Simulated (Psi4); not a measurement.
# GaF (SMILES [F][Ga]) at PBE0/aug-cc-pVDZ (sweep point 1)

Aim: the vertical singlet–triplet gap of GaF at PBE0/aug-cc-pVDZ (sweep point 1), from 2 runs. 

The results are computed with Psi4 1.11.

### Step 1. The system as given

The species is GaF (2 atoms), meant as a singlet with charge 0. SMILES: `[F][Ga]`. Geometry: a GFN2-xTB relaxation, a rough one for these elements and not checked as a minimum.

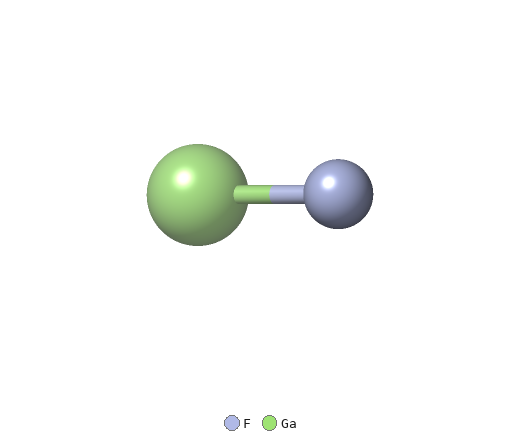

The structure, seen from a chosen angle (fluorine light blue, gallium green).

### Step 2. The energy at PBE0/aug-cc-pVDZ (sweep point 1)

Input file fga.dat:

```
memory 1600 mb

molecule geom {
  F      0.000000     0.000000     0.000000
  Ga     0.000000     0.000000     1.799150
  symmetry c1
}

set puream true
set scf_type pk
set dft_radial_points 99
set dft_spherical_points 590

energy("pbe0/aug-cc-pVDZ")
```

Started as:

```console
psi4 fga.dat fga.out -n 1
```

fga.out:

```text
[...]
  Running in c1 symmetry.
[...]
  Nuclear repulsion =   82.061218784942895
[...]
  Multiplicity = 1
[...]
  Nalpha       = 20
  Nbeta        = 20
[...]
    Number of basis functions: 59
[...]
   @RKS iter   1: -2023.93185061122108   -3.76384e+00   1.54858e-02 DIIS/ADIIS
[...]
   @RKS iter   8: -2024.38637274393795   -5.85078e-09   9.55004e-08 DIIS
[...]
    Orbital Energies [Eh]
    ---------------------
    Doubly Occupied:
       1A   -372.962732     2A    -46.105413     3A    -40.819633
       4A    -40.819633     5A    -40.817390     6A    -24.730317
       7A     -5.594845     8A     -3.861727     9A     -3.861727
      10A     -3.854724    11A     -1.144443    12A     -0.883041
      13A     -0.883041    14A     -0.877974    15A     -0.877974
      16A     -0.873351    17A     -0.455612    18A     -0.384954
      19A     -0.384954    20A     -0.290662
[...]
  @RKS Final Energy: -2024.38637274393795
   => Energetics <=
    Nuclear Repulsion Energy =             82.0612187849428949
    One-Electron Energy =               -2986.8694752858918946
    Two-Electron Energy =                 944.6936331226272614
    DFT Exchange-Correlation Energy =     -64.2717493656162731
    Empirical Dispersion Energy =           0.0000000000000000
    VV10 Nonlocal Energy =                  0.0000000000000000
    Total Energy =                      -2024.3863727439379545
[...]
 Multipole Moments:
 ------------------------------------------------------------------------------------
     Multipole            Electronic (a.u.)      Nuclear  (a.u.)        Total (a.u.)
 ------------------------------------------------------------------------------------
 L = 1.  Multiply by 2.5417464519 to convert [e a0] to [Debye]
 Dipole X            :         -0.0000000            0.0000000           -0.0000000
 Dipole Y            :         -0.0000000            0.0000000           -0.0000000
 Dipole Z            :          2.1684833           -1.2134090            0.9550744
 Magnitude           :                                                    0.9550744
[...]
```

Run time: 5.4 s. Hardware: 1 thread of AMD EPYC 9R45 (Zen 5), shared host; peak memory 0.61 GiB.

### Step 3. The triplet, same level

Input file input.dat:

```
memory 1600 mb

molecule m {
  0 3
  F      0.000000     0.000000     0.000000
  Ga     0.000000     0.000000     1.799150
  units angstrom
  symmetry c1
}

set {
  reference uks
  puream true
  scf_type pk
  dft_radial_points 99
  dft_spherical_points 590
  maxiter 150
}

e_tot = energy('pbe0/aug-cc-pVDZ')
```

Started as:

```console
psi4 -n 1 input.dat output.dat
```

output.dat:

```text
[...]
  Running in c1 symmetry.
[...]
  Nuclear repulsion =   82.061218784942895
[...]
  Multiplicity = 3
[...]
  Nalpha       = 21
  Nbeta        = 19
[...]
    Number of basis functions: 59
[...]
   @UKS iter   1: -2023.70871262372339   -3.54070e+00   1.61110e-02 DIIS/ADIIS
[...]
   @UKS iter   9: -2024.24416041311133   -4.64916e-08   3.59538e-07 DIIS
[...]
   @S^2 Observed:                2.002669838E+00
[...]
    Orbital Energies [Eh]
    ---------------------
    Alpha Occupied:
       1A   -373.010524     2A    -46.151656     3A    -40.866823
       4A    -40.865103     5A    -40.864548     6A    -24.775726
       7A     -5.643197     8A     -3.913252     9A     -3.906144
      10A     -3.904746    11A     -1.187479    12A     -0.931621
      13A     -0.931573    14A     -0.928994    15A     -0.924069
      16A     -0.921826    17A     -0.504474    18A     -0.422429
      19A     -0.419570    20A     -0.360557    21A     -0.160127
    Alpha Virtual:
      22A     -0.090344    23A     -0.017235    24A      0.005037
      25A      0.020690    26A      0.024657    27A      0.045806
[...]
  @UKS Final Energy: -2024.24416041311133
   => Energetics <=
    Nuclear Repulsion Energy =             82.0612187849428949
    One-Electron Energy =               -2985.0660294040962981
    Two-Electron Energy =                 943.0079495845382098
    DFT Exchange-Correlation Energy =     -64.2472993784962085
    Empirical Dispersion Energy =           0.0000000000000000
    VV10 Nonlocal Energy =                  0.0000000000000000
    Total Energy =                      -2024.2441604131113309
[...]
 Multipole Moments:
 ------------------------------------------------------------------------------------
     Multipole            Electronic (a.u.)      Nuclear  (a.u.)        Total (a.u.)
 ------------------------------------------------------------------------------------
 L = 1.  Multiply by 2.5417464519 to convert [e a0] to [Debye]
 Dipole X            :         -0.0000000            0.0000000           -0.0000000
 Dipole Y            :         -0.0000000            0.0000000           -0.0000000
 Dipole Z            :          2.1174718           -1.2134090            0.9040628
 Magnitude           :                                                    0.9040628
[...]
```

Wall time 6.6 s (1 thread of AMD EPYC 9R45 (Zen 5), shared host); peak memory 0.61 GiB.

### Step 4. What came out

At PBE0/aug-cc-pVDZ (sweep point 1):

| quantity | value |
| --- | --- |
| singlet: total energy | -2024.38637 Eh |
| singlet: dipole moment | 2.43 D |
| singlet: HOMO energy | -7.91 eV |
| singlet: LUMO energy | -1.51 eV |
| singlet: HOMO–LUMO gap | 6.40 eV |
| triplet: total energy | -2024.24416 Eh |
| triplet: dipole moment | 2.30 D |
| triplet: HOMO energy (highest over α and β) | -4.36 eV |
| triplet: ⟨S²⟩ | 2.003 |
| vertical energy of the triplet above the singlet | 3.870 eV |

At this shape the triplet lies 3.87 eV (89 kcal/mol) above the singlet.
